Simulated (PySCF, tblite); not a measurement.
# C₄H₁₀AlCl: geometry, infrared bands and NMR shifts

Wanted: the infrared bands and NMR shifts of C₄H₁₀AlCl (`C[C](C)(C)[AlH][Cl]`), by calculation.

The runs use tblite 0.8.0 and PySCF 2.14.0, with density-fitted response routines of our own; the level of theory stands in each step. All values are computed, except where a source is named. Atoms are numbered from 0 throughout.

### Step 1. The starting structure

16 atoms, charge 0, multiplicity 1; geometry from: force field or distance geometry start.

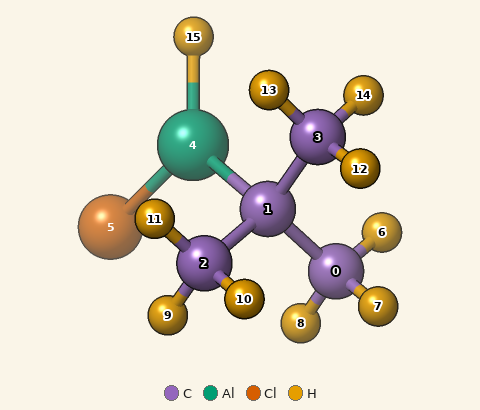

The starting geometry (carbon purple, aluminium teal, chlorine orange, hydrogen amber), atoms numbered.

### Step 2. Geometry optimisation with GFN2-xTB

The job: settings as JSON, then the geometry in Å.

```
{"job": {"kind": "relax", "xc": "GFN2-xTB", "basis": "xTB"}, "charge": 0, "multiplicity": 1}
C     -0.599500    -1.142500    -0.838600
C     -0.062200     0.017900     0.006000
C     -0.006600     1.302600    -0.810500
C     -0.940000     0.222400     1.249200
Al     1.820700    -0.449200     0.616900
Cl     3.386400    -0.813500    -0.904800
H     -0.634000    -2.080800    -0.255600
H     -1.635200    -0.907800    -1.173900
H      0.031400    -1.304400    -1.734900
H      0.622200     1.175000    -1.707400
H     -1.040000     1.581400    -1.155500
H      0.386200     2.143900    -0.208800
H     -1.984200     0.471000     0.969400
H     -0.541900     1.040500     1.885900
H     -0.973800    -0.702700     1.873500
H      2.162700    -0.544800     2.177700
```

On the command line:

```sh
$ OMP_NUM_THREADS=1 python probes_run.py task.json out
```

The driver reads the jobs from task.json and runs them one after another.

**Question.** This job is followed by: GFN2-xTB harmonic vibrations, gas phase; GIAO PBE0/pcSseg-1 NMR shielding, non-relativistic, gas phase. What will the session give for the following? strongest single infrared mode (GFN2-xTB); zero-point energy (GFN2-xTB); ¹³C shifts against TMS (PBE0/pcSseg-1, means over atoms taken as alike); ¹H shifts against TMS (PBE0/pcSseg-1, means over atoms taken as alike); ²⁷Al shifts against AlH4- (PBE0/pcSseg-1); ³⁵Cl shifts against HCl (PBE0/pcSseg-1); surface potential, least and greatest.

The runs gave:

| quantity | value |
| --- | --- |
| strongest single infrared mode (GFN2-xTB) | 662 cm⁻¹, 439 km/mol |
| zero-point energy (GFN2-xTB) | 79.2 kcal/mol |
| ¹³C shifts against TMS (PBE0/pcSseg-1, means over atoms taken as alike) | 30.1, 27.9 ppm |
| ¹H shifts against TMS (PBE0/pcSseg-1, means over atoms taken as alike) | 4.99, 1.12 ppm |
| ²⁷Al shifts against AlH4- (PBE0/pcSseg-1) | 166.1 ppm |
| ³⁵Cl shifts against HCl (PBE0/pcSseg-1) | 59 ppm |
| surface potential, least and greatest | -0.53 V and 2.87 V |

In words: The optimisation took 55 steps and gained 0.348 eV; among the close pairs (by a distance rule), Al4–Cl5 changed most, from 2.214 to 2.024 Å. No mode is imaginary among the 42: a minimum at this level. The strongest single mode, at 662 cm⁻¹, moves mainly H15 and Al4. GFN2-xTB is a fitted tight-binding method: band positions and strengths are rough. Its intensities can rank the bands wrongly. At PBE0/pcSseg-1: The largest span, 296 ppm, is at Cl5, where the paramagnetic term is -259 ppm. At PBE0/pcSseg-1, counted by nearest atom on the grid, the HOMO lies on C1 37 %; Al4 15 %, the LUMO on Al4 49 %; H15 17 %.
